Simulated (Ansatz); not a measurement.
CH$_{6}$AlO (charge +1)

Input file:

```
crystal:
  periodic: [false, false, false]
  atoms:
    - {symbol: C, position_ang: [-0.374645, 0.771516, -0.068614]}
    - {symbol: O, position_ang: [0.398279, -0.470631, -0.225672]}
    - {symbol: Al, position_ang: [0.672662, -1.816335, 1.007150]}
    - {symbol: H, position_ang: [-0.078810, -1.414452, 2.309371]}
    - {symbol: H, position_ang: [-1.178695, 0.767341, -0.800757]}
    - {symbol: H, position_ang: [0.300289, 1.612670, -0.208147]}
    - {symbol: H, position_ang: [0.787719, -0.532126, -1.109316]}
    - {symbol: H, position_ang: [1.564950, -2.885124, 0.310657]}
    - {symbol: H, position_ang: [-0.771629, 0.756715, 0.943222]}
basis:
  gaussian: {orbitals: def2-TZVPP}
total_charge: 1
hamiltonian: {xc: pbe0, dispersion: d4}
output: {orbitals: {seedname: orbitals}}
```

Command:

```sh
ansatz run in.yaml --threads 2 --pin off --events-out ev --progress --plain --max-ram 4352MiB
```

Geometry: PBE0-D4/def2-TZVP.

Level of theory: RKS PBE0-D4/def2-TZVPP in Ansatz 0.2.0.

Q: What can the converged electron density and electron localisation function tell about the bonding?

A: C–O (1.47 Å): the density is about 1.7 e/Å³ at the midpoint, with its minimum of 1.4 e/Å³ about 0.5 Å from C; the ELF peaks at about 0.90 between the atoms; a shared but strongly polarised pair.
Al–O (1.85 Å): ρ is about 0.62 e/Å³ halfway; the ELF peaks at about 0.90 in the valence shell of O, 0.6 Å from its nucleus, and is about 0.50 at the midpoint.
O–H (0.97 Å): ρ at the midpoint is about 3.9 e/Å³; the ELF climbs to about 1 towards the hydrogen, as it does in any bond to H: an ordinary covalent bond to hydrogen.
C–H (1.09 Å): the density is about 2.2 e/Å³ at the midpoint; the ELF climbs to about 1 towards the hydrogen: an ordinary covalent bond to hydrogen.

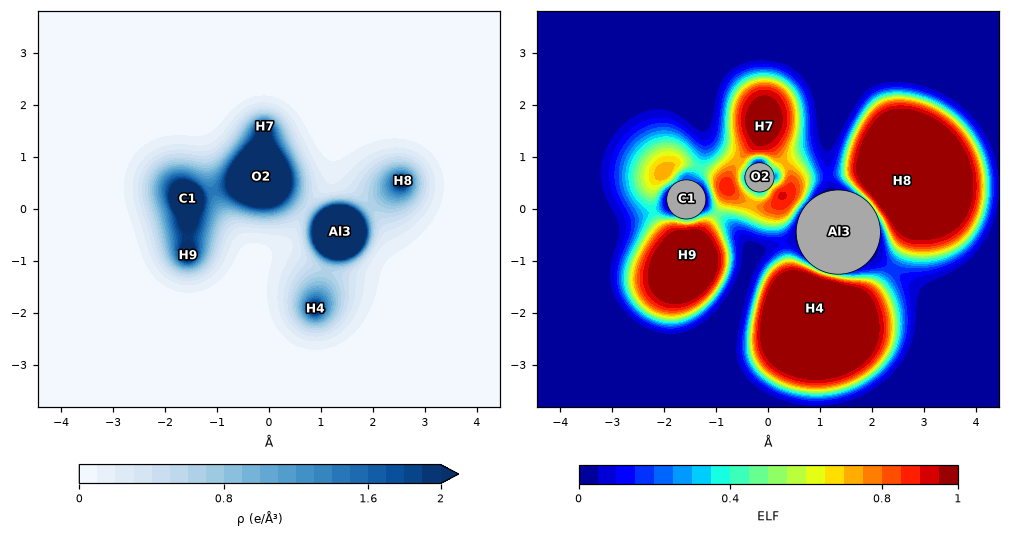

Computed electron density and electron localisation function on the plane of atoms C1, O2 and Al3, in this order. Grey discs cover the atomic cores in the ELF map. 
